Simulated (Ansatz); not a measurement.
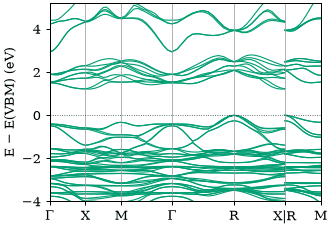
Figure: Band structure from DFT-r²SCAN with spin–orbit coupling in the program Ansatz with PAW potentials

**Question.** Read off the gap and where the band edges lie.

**Answer.** About 1.2 eV (1.21 eV by a search for the band edges); maximum at R, minimum on the X–M line, 9 % of the way from X.

The material is TaCu₃Te₄ in space group P-43m (No. 215; Ta on 1a, Cu on 3d, Te on 4e).

The workflow started from a Materials Project entry (that database holds measured and hypothetical structures alike); the Crystallography Open Database copy checked does not list it. Its standing as an ambient phase is unchecked. The r²SCAN relaxation kept the symmetry of its start; its stability against distortions is not shown here. No spin polarisation was allowed.

Potentials: the later of the program's two PAW sets.
